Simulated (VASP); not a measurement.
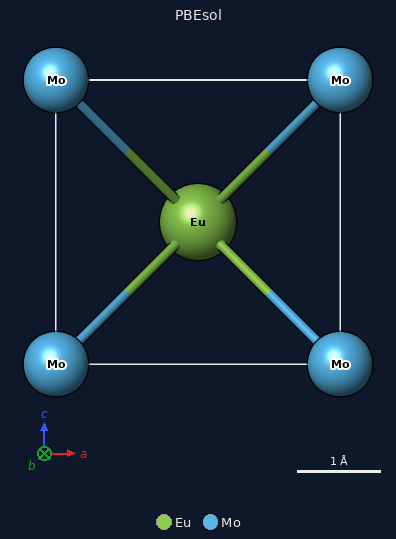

A crystal of EuMo (a generated structure, set up in Pm-3m), relaxed (cell and atoms) with several functionals. The picture shows the result with PBEsol. A ball-and-stick model of the cell of the calculation, seen along the b axis.

Computed with VASP 6.6.1: VASP PAW PBE potentials, recommended. Set-up: plane-wave cutoff 600 eV; k-point mesh 6 × 6 × 6; occupations fermi-dirac; smearing width 0.05 eV; collinear spin.

```json
{"functional": "PBEsol", "volume (Å³/atom)": "20.303", "a (Å)": "3.437"}
{"functional": "BLYP", "volume (Å³/atom)": "24.744", "a (Å)": "3.671"}
{"functional": "PW91", "volume (Å³/atom)": "21.789", "a (Å)": "3.519"}
{"functional": "LDA", "volume (Å³/atom)": "19.540", "a (Å)": "3.394"}
{"functional": "revPBE", "volume (Å³/atom)": "24.392", "a (Å)": "3.654"}
{"functional": "rev-vdW-DF2", "volume (Å³/atom)": "20.980", "a (Å)": "3.475"}
{"functional": "PBE", "volume (Å³/atom)": "?", "a (Å)": "?"}
{"functional": "RPBE", "volume (Å³/atom)": "24.866", "a (Å)": "3.677"}
```

**Fill in the missing row.**

With PBE the volume falls between PW91 (21.789) and revPBE (24.392). The calculation gives 21.946 Å³/atom (a = 3.527 Å). In order of volume: LDA < PBEsol < rev-vdW-DF2 < PW91 < PBE < revPBE < BLYP < RPBE; the spread is 27.3 %.
